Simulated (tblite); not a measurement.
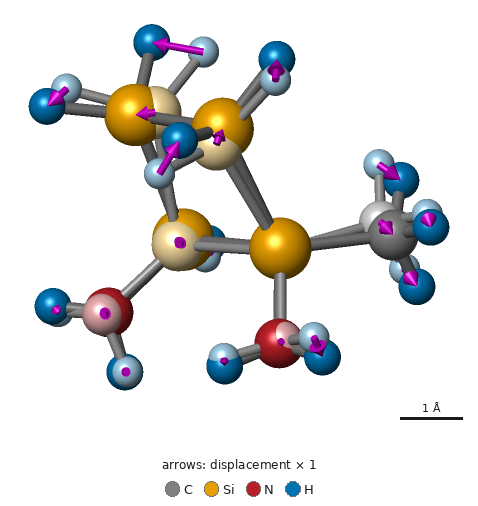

A relaxation of CH12N2Si4. The starting structure is drawn faded, the final one solid; purple arrows show the displacements, at their true length. The two geometries are superimposed by the best rigid fit.

A ball-and-stick model, seen at a tilt.

Computed with GFN2-xTB geometry optimisation, gas phase in tblite. 

**Atoms of which element are displaced furthest, and by how much?**

Hydrogen: up to 0.86 Å, against 0.35 Å for carbon.

**Describe the change and its energy.**

The atom that moves furthest after the best rigid fit is an H atom (0.86 Å). By element the largest moves are H 0.86 Å, C 0.35 Å, Si 0.33 Å, N 0.20 Å. Near-neighbour distances that change, for instance: Si–Si 2.298 → 2.387 Å, C–Si 1.833 → 1.906 Å, Si–Si 2.285 → 2.351 Å, N–Si 1.688 → 1.739 Å. Bond angles that change, for instance: H–Si–H 113.3° → 101.4°, C–Si–N 113.8° → 102.9°, Si–Si–N 116.9° → 106.3°. After 115 geometry steps the energy has fallen by 17.0 kcal/mol.
